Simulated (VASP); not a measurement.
# Sound and unsound inputs on Te4Pt3, part 2 of 4

Aim: change the input of a sound run on Te4Pt3 piece by piece and see what each change does. All runs use LDA. The start is a cell from a database of measured crystal structures.

VASP 6.6.1; LDA; plane waves and PAW (Te, Pt).

So far. Step 2 (Reference run): The pressure is -3.35 GPa and the largest force 0.759 eV/Å, so the cell is not at a minimum at these settings. Step 3 (Self-consistent run (LDA), changed input): Against the reference run the energy at zero smearing moves by +0.06 meV an atom and the pressure by -0.02 GPa.

## (4) Self-consistent run (LDA), changed input, try 2

This run is made with a changed input; what comes of it follows.

The input, INCAR:

```
SYSTEM = Te4Pt3
PREC = Accurate
ENCUT = 30
EDIFF = 1E-06
NELM = 59
ISMEAR = -1
SIGMA = 0.05
LREAL = .FALSE.
ALGO = Normal
GGA = CA
NBANDS = 34
LASPH = .TRUE.
LORBIT = 11
LWAVE = .FALSE.
LCHARG = .FALSE.
KPAR = 8
ISIF = 2
```

The input, POSCAR:

```
Te4Pt3
1.0
    3.9880000000      0.0000000000      0.0000000000
   -1.9940000000     -3.4537093103      0.0000000000
    0.0000000000      2.3024728735    -11.7966666667
Te Pt
4 3
Direct
    0.5570000000      0.1140000000      0.6710000000
    0.4430000000      0.8860000000      0.3290000000
    0.7050000000      0.4100000000      0.1150000000
    0.2950000000      0.5900000000      0.8850000000
    0.0000000000      0.0000000000      0.0000000000
    0.8540000000      0.7080000000      0.5620000000
    0.1460000000      0.2920000000      0.4380000000
```

The input, KPOINTS:

```
Automatic mesh
0
Gamma
7 7 7
0 0 0
```

PAW data sets: Te and Pt (LDA family, release 64).

Launch:

```
> mpirun -np 8 vasp_std
```

Output:

```text
[... set-up lines as in an earlier step ...]
 entering main loop
       N       E                     dE             d eps       ncg     rms          rms(c)
DAV:   1    -0.366203809173E+03   -0.36620E+03   -0.17451E+03  3506   0.123E+02
DAV:   2    -0.387611765976E+03   -0.21408E+02   -0.20934E+02  3290   0.357E+01
DAV:   3    -0.387849510693E+03   -0.23774E+00   -0.23643E+00  3260   0.343E+00
DAV:   4    -0.387849942263E+03   -0.43157E-03   -0.43088E-03  3198   0.740E-02
DAV:   5    -0.387849947000E+03   -0.47372E-05   -0.47362E-05  2426   0.278E-03    0.280E+02
DAV:   6    -0.127750130094E+03    0.26010E+03   -0.34750E+02  3294   0.644E+01    0.205E+02
DAV:   7    -0.648865013939E+02    0.62864E+02   -0.20679E+02  3456   0.492E+01    0.104E+02
DAV:   8    -0.481961245607E+02    0.16690E+02   -0.75874E+01  3428   0.322E+01    0.426E+01
DAV:   9    -0.472842983300E+02    0.91183E+00   -0.49242E+00  3198   0.685E+00    0.185E+01
DAV:  10    -0.470659991671E+02    0.21830E+00   -0.11776E+00  3196   0.345E+00    0.474E+00
DAV:  11    -0.470411199031E+02    0.24879E-01   -0.15731E-01  3170   0.131E+00    0.136E+00
DAV:  12    -0.470404662579E+02    0.65365E-03   -0.43421E-03  3166   0.220E-01    0.591E-01
DAV:  13    -0.470395051778E+02    0.96108E-03   -0.10195E-03  3090   0.144E-01    0.201E-01
DAV:  14    -0.470394819552E+02    0.23223E-04   -0.55337E-05  3178   0.258E-02    0.125E-01
DAV:  15    -0.470394554972E+02    0.26458E-04   -0.49164E-05  3134   0.258E-02    0.165E-02
DAV:  16    -0.470394540293E+02    0.14679E-05   -0.10018E-06  1724   0.352E-03    0.490E-03
DAV:  17    -0.470394526298E+02    0.13995E-05   -0.18437E-07  1556   0.142E-03    0.186E-03
DAV:  18    -0.470394526173E+02    0.12515E-07   -0.26262E-08  1534   0.611E-04
   1 F= -.47039453E+02 E0= -.47017597E+02  d E =-.437121E-01
```

Run time: 2 s. Hardware: 8 MPI ranks of Intel Xeon 6975P-C (Granite Rapids), shared host; peak memory 0.77 GiB; 9.2 s of CPU time.

Parts of OUTCAR (step 4):

```text
The static configuration has the point symmetry D_3d.

 Found     44 irreducible k-points:

   dimension x,y,z NGX =     8 NGY =    8 NGZ =   24
   dimension x,y,z NGXF=    16 NGYF=   16 NGZF=   48

   ENCUT  =   30.0 eV   2.20 Ry    1.48 a.u.   1.78  1.78  5.37*2*pi/ulx,y,z

   NELECT =      54.0000    total number of electrons

 E-fermi :  15.2342

 k-point     1 :       0.0000    0.0000    0.0000
  band No.  band energies     occupation
    ...
     26      13.8820      2.00000
     27      13.8820      2.00000
     28      14.2745      2.00000
     29      14.9343      1.99505
     30      14.9343      1.99505
     31      17.0536      0.00000
     32      17.0536      0.00000
     33      17.2704      0.00000
     34      17.8763      0.00000

 k-point     2 :       0.1429    0.0000   -0.0000
  band No.  band energies     occupation
    ...
     25      13.1325      2.00000
     26      13.7308      2.00000
     27      13.9086      2.00000
     28      14.6486      1.99998
     29      15.1296      1.78039
     30      15.5178      0.00686
     31      16.1744      0.00000
     32      16.4551      0.00000
     33      16.7902      0.00000
     34      18.4548      0.00000

  Total     -136.3021297   -136.3021297   -179.3821581      0.0000000     -0.0000000     -0.0000000
  in kB    -1344.0424485  -1344.0424485  -1768.8442257      0.0000000     -0.0000000     -0.0000000
  external PRESSURE =   -1485.6430409 kB  Pullay stress =       0.0000000 kB

  energy-cutoff  :       30.00
  volume of cell :      162.48
      direct lattice vectors                 reciprocal lattice vectors
     3.988000000  0.000000000  0.000000000     0.250752257 -0.144771883 -0.028256570
    -1.994000000 -3.453709310  0.000000000     0.000000000 -0.289543766 -0.056513139
     0.000000000  2.302472874-11.796666667     0.000000000  0.000000000 -0.084769709

 POSITION                                       TOTAL-FORCE (eV/Angst)
 -----------------------------------------------------------------------------------
      1.99400      1.15124     -7.91556        -0.000000     -0.000000     -2.583909
     -0.00000     -2.30247     -3.88110         0.000000      0.000000      2.583909
      1.99400     -1.15124     -1.35662         0.000000     -0.000000     -1.935971
      0.00000     -0.00000    -10.44005        -0.000000      0.000000      1.935971
      0.00000      0.00000      0.00000         0.000000      0.000000      0.000000
      1.99400     -1.15124     -6.62973         0.000000      0.000000      7.353165
      0.00000     -0.00000     -5.16694        -0.000000     -0.000000     -7.353165
 -----------------------------------------------------------------------------------
    total drift:                                0.000000     -0.000000     -0.000000

  FREE ENERGIE OF THE ION-ELECTRON SYSTEM (eV)
  ---------------------------------------------------
  free  energy   TOTEN  =       -47.0394526173 eV

  energy  without entropy=      -46.9957405155  energy(sigma->0) =      -47.01759657

 total charge
# of ion       s       p       d       tot
------------------------------------------
    1        1.589   1.733   0.354   3.676
    2        1.589   1.733   0.354   3.676
    3        1.590   1.693   0.326   3.609
    4        1.590   1.693   0.326   3.609
    5        1.595   2.552   1.838   5.985
    6        1.744   2.582   2.111   6.437
    7        1.744   2.582   2.111   6.437
--------------------------------------------------
tot         11.439  14.569   7.420  33.429

[... 5 parts as in an earlier step ...]

[... 5 further parts left out ...]
```

The run converged, but on settings that are not sound, so its numbers are not to be trusted.

Against the sound run on this cell (reference run) the energy at zero smearing moves by -943.0 meV an atom and the pressure by -145.22 GPa.

The fault in the input: cutoff typed in rydberg (ENCUT = 30). ENCUT is in eV: 1 Ry is 13.6 eV.

## (5) Total energy, forces and stress (LDA), changed input

A single point gives energy, forces and stress at these settings. Some settings are moved from the usual, to see what they do.

The input, INCAR:

```
SYSTEM = Te4Pt3
PREC = Accurate
ENCUT = 400
EDIFF = 1E-06
NELM = 100
ISMEAR = 2
SIGMA = 0.01
LREAL = .FALSE.
ALGO = Fast
GGA = CA
NBANDS = 34
LASPH = .TRUE.
LORBIT = 11
LWAVE = .FALSE.
LCHARG = .FALSE.
KPAR = 8
ISIF = 2
```

POSCAR is that of step 4.

The input, KPOINTS:

```
Automatic mesh
0
Monkhorst-Pack
7 7 7
0 0 0
```

Launch:

```
> mpirun -np 8 vasp_std
```

Output:

```text
[... set-up lines as in an earlier step ...]
 entering main loop
       N       E                     dE             d eps       ncg     rms          rms(c)
DAV:   1     0.254266182420E+03    0.25427E+03   -0.20064E+04  3008   0.112E+03
DAV:   2    -0.259842825245E+02   -0.28025E+03   -0.27093E+03  3616   0.226E+02
DAV:   3    -0.413824900362E+02   -0.15398E+02   -0.15047E+02  3618   0.522E+01
DAV:   4    -0.416747482719E+02   -0.29226E+00   -0.29144E+00  3678   0.798E+00
DAV:   5    -0.416803446212E+02   -0.55963E-02   -0.55906E-02  3550   0.112E+00    0.205E+01
RMM:   6    -0.406988278964E+02    0.98152E+00   -0.37039E+00  3034   0.925E+00    0.118E+01
RMM:   7    -0.405209605495E+02    0.17787E+00   -0.10444E+00  3023   0.410E+00    0.425E+00
RMM:   8    -0.404210123129E+02    0.99948E-01   -0.40742E-01  3176   0.311E+00    0.929E-01
RMM:   9    -0.404179178638E+02    0.30944E-02   -0.50815E-02  3375   0.839E-01    0.569E-01
RMM:  10    -0.404160157215E+02    0.19021E-02   -0.10625E-02  3283   0.512E-01    0.222E-01
RMM:  11    -0.404159032644E+02    0.11246E-03   -0.22498E-03  3374   0.224E-01    0.802E-02
RMM:  12    -0.404159314960E+02   -0.28232E-04   -0.45971E-04  3601   0.909E-02    0.405E-02
RMM:  13    -0.404159326461E+02   -0.11501E-05   -0.77864E-05  3453   0.379E-02    0.134E-02
RMM:  14    -0.404159333349E+02   -0.68882E-06   -0.16759E-05  3287   0.177E-02    0.582E-03
RMM:  15    -0.404159336605E+02   -0.32559E-06   -0.43404E-06  2364   0.854E-03
   1 F= -.40415934E+02 E0= -.40415913E+02  d E =-.820500E-04
```

It took 19 s on 8 MPI ranks; peak memory 2.3 GiB; 1.9 min of CPU time.

OUTCAR, selected parts (step 5):

```text
   NELECT =      54.0000    total number of electrons

 E-fermi :   8.4656

 k-point     1 :       0.0000    0.0000    0.0000
  band No.  band energies     occupation
    ...
     20       6.6645      2.00000
     21       6.6645      2.00000
     22       6.8397      2.00000
     23       7.8089      2.00000
     24       7.8089      2.00000
     25       9.0287      0.00000
     26       9.0287      0.00000
     27       9.6335      0.00000
     28      10.4873      0.00000
     29      10.4873      0.00000
    ...

  Total       -3.3854958     -3.3854958     -3.4666300      0.0000000     -0.0000000      0.0000000
  in kB      -33.3835583    -33.3835583    -34.1836033      0.0000000     -0.0000000      0.0000000
  external PRESSURE =     -33.6502400 kB  Pullay stress =       0.0000000 kB

 POSITION                                       TOTAL-FORCE (eV/Angst)
 -----------------------------------------------------------------------------------
      1.99400      1.15124     -7.91556        -0.000000      0.000000      0.760098
     -0.00000     -2.30247     -3.88110         0.000000     -0.000000     -0.760098
      1.99400     -1.15124     -1.35662         0.000000     -0.000000     -0.043553
      0.00000     -0.00000    -10.44005         0.000000      0.000000      0.043553
      0.00000      0.00000      0.00000         0.000000     -0.000000      0.000000
      1.99400     -1.15124     -6.62973         0.000000     -0.000000     -0.109671
      0.00000     -0.00000     -5.16694        -0.000000      0.000000      0.109671
 -----------------------------------------------------------------------------------
    total drift:                                0.000000      0.000000     -0.000000

  FREE ENERGIE OF THE ION-ELECTRON SYSTEM (eV)
  ---------------------------------------------------
  free  energy   TOTEN  =       -40.4159336605 eV

  energy  without entropy=      -40.4158516105  energy(sigma->0) =      -40.41591315

[... 8 parts as in an earlier step ...]

[... 9 further parts left out ...]
```

ALGO acts on the way to self-consistency or on speed; a fully converged result doesn't depend on them, though slow mixing can meet EDIFF with the stress still off.

This step gave:

* SCF cycles: 15
* pressure: -3.365 GPa

Force by atom:

```
atom  x (eV/Å)  y (eV/Å)  z (eV/Å)   size
 Te1     0.000     0.000     0.760  0.760
 Te2     0.000     0.000    -0.760  0.760
 Te3     0.000     0.000    -0.044  0.044
 Te4     0.000     0.000     0.044  0.044
 Pt5     0.000     0.000     0.000  0.000
 Pt6     0.000     0.000    -0.110  0.110
 Pt7     0.000     0.000     0.110  0.110
```

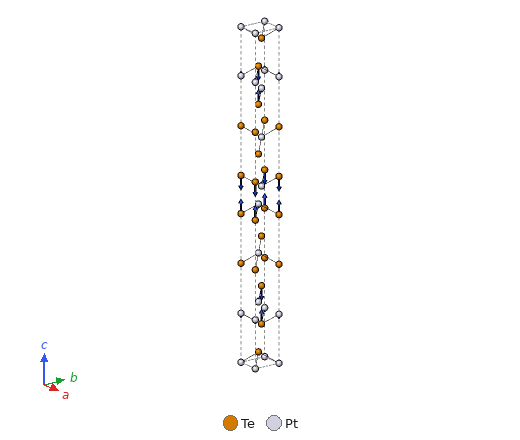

Force as arrows, the longest 0.760 eV/Å. Bonds to atoms that aren't drawn are left out. Some periodic images of atoms are drawn too.

Against the reference run the energy at zero smearing moves by +0.06 meV an atom and the pressure by -0.02 GPa.

[end of part 2 of 4]

[Lines on the potential files, build, host, timing and source positions are cut from VASP's logs without a mark.]

[Logs are printed without paths, hosts, clocks, repeated set-up lines and the standing remarks that a program may print on its own settings, such as how far it seeks lower states.]

[Hosts, paths, dates, database ids (printed as entryN), source tags and the programs' standing remarks are cut or masked in the printed files.]

[A measured line is paired with the nearest computed mode of its activity, which favours agreement.]
